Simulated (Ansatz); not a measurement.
**How methods differ on CHF3O3S (triflic acid)**

The species is CHF3O3S (9 atoms), meant as a singlet with charge 0. SMILES: `O=S(=O)(O)C(F)(F)F`. The coordinates come from a PBE0-D4/def2-TZVP relaxation. This is one conformer, not always the lowest.

Quantity: the electronic atomisation energy, in eV. The values are calculated. Electronic energies at fixed atoms, without zero-point motion or spin-orbit coupling.

| level | kind | program | value (eV) | less CCSD(T)/6-31G* | CPU time (all runs) |
| --- | --- | --- | --- | --- | --- |
| HF/6-31G* (spherical functions) | Hartree–Fock | Ansatz | 18.16 | -12.11 | 8.8 s |
| PBE/6-31G* (spherical functions) | GGA | Ansatz | 36.29 | +6.02 | 17 s |
| r2SCAN/6-31G* (spherical functions) | meta-GGA | Ansatz | 34.44 | +4.17 | 28 s |
| r2SCAN0/6-31G* (spherical functions) | hybrid meta-GGA | Ansatz | 32.41 | +2.14 | 42 s |
| wB97M-V/6-31G* (spherical functions) | range-separated hybrid | Ansatz | 34.33 | +4.06 | 2.2 min |
| B2PLYP/6-31G* (spherical functions) | double hybrid | Ansatz | 32.45 | +2.18 | 25 s |
| RPA@PBE/6-31G* (spherical functions) | RPA | Ansatz | 27.47 | -2.80 | 30 s |
| RPA@PBE0/6-31G* (spherical functions) | RPA | Ansatz | 28.95 | -1.32 | 33 s |
| MP2/6-31G* (spherical functions) | perturbation theory | Ansatz | 32.43 | +2.16 | 12 s |
| CCSD(T)/6-31G* (spherical functions) | coupled cluster or CI | Ansatz | 30.27 | 0.00 | 3 min |

Differences are taken from CCSD(T)/6-31G* (spherical functions) for orientation; it has basis-set and higher-order errors of its own. The values span 18.16 to 36.29 eV. Times are those of the runs behind each value, whatever else they computed, on shared processors of several kinds: orders of magnitude only.

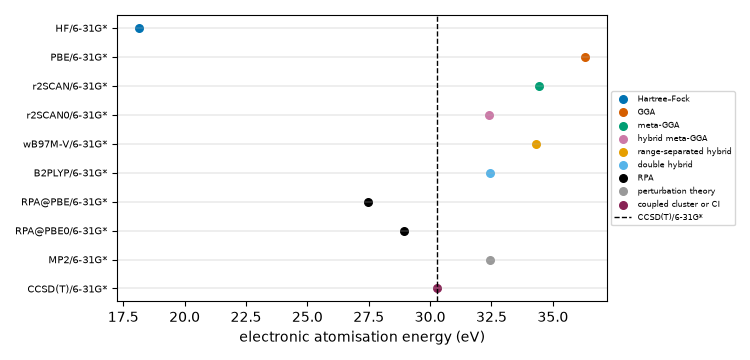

The values of the table, level by level.
